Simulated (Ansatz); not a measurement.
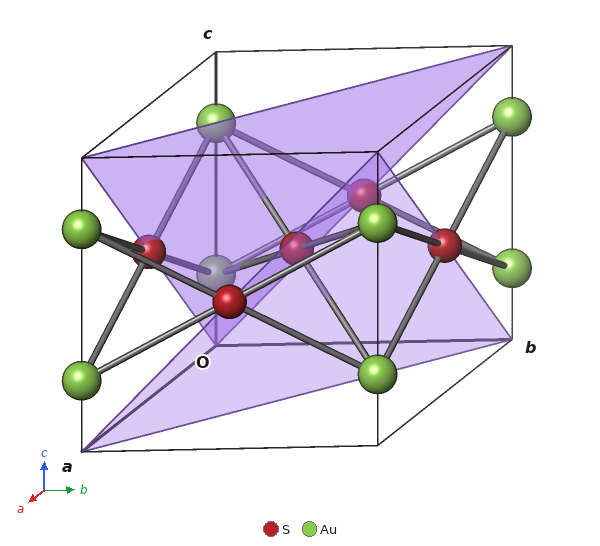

Every member of one family of equally spaced planes, hx + ky + lz = a whole number, that cuts the unit cell is shaded (one member passes through the origin O). Crystal: Au2S3, the geometry relaxed with DFT PBE, scalar-relativistic, plane waves, PAW in Ansatz; the starting structure was generated, so it need not be a known form of this composition. The drawing is computed from the coordinates (standard cell, symmetry found to 0.002 Å).

a = 5.062 Å, b = 5.062 Å, c = 5.482 Å, α = 90.00°, β = 90.00°, γ = 120.00°.

**Index the planes.**

(1 1 −1), in four indices (1 1 −2 −1); the opposite sign names the same planes. The member next to the origin meets the axes a at 1, b at 1, c at −1.

**What is the spacing?**

d = 2.298 Å.

**Which atoms of the cell lie in these planes (within 0.03 Å)?**

2 of the 3 S.

**The space group is P6/mmm (No. 191). How many reflections hkl are equivalent to this one (itself included), and does it occur?**

12 reflections are equivalent in the Laue class 6/mmm. The space group allows the reflection.
